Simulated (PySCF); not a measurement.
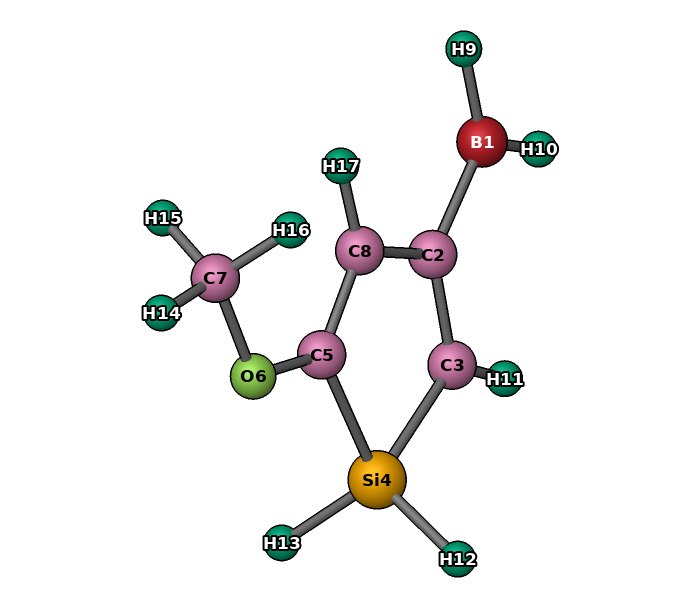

The questions are on isotropic NMR shieldings of the H atoms. The geometry was computed by an optimisation with GFN2-xTB. No frequency run is at hand to confirm it as a minimum. Method: GIAO PBE0/pcSseg-1 NMR shielding, non-relativistic, gas phase (PySCF 2.14.0).

Which H atom is the most shielded (lowest chemical shift)?

Answer. H15, H16 (28.06 to 28.07 ppm).

Which H atom is the least shielded (highest chemical shift)?

Answer. H9 (24.72 ppm).

How wide is the range of H shifts?

Answer. 3.35 ppm.

List the isotropic NMR shieldings of the H atoms.

| atom | σ (ppm) |
| --- | --- |
| H9 | 24.72 |
| H10 | 24.95 |
| H11 | 24.78 |
| H12 | 27.05 |
| H13 | 27.06 |
| H14 | 27.54 |
| H15 | 28.07 |
| H16 | 28.06 |
| H17 | 25.43 |

The geometry is semi-empirical. Around B, Si such bond lengths and angles can be off by a tenth of an ångström or more and by several degrees, and values that hang on the shape move with them.
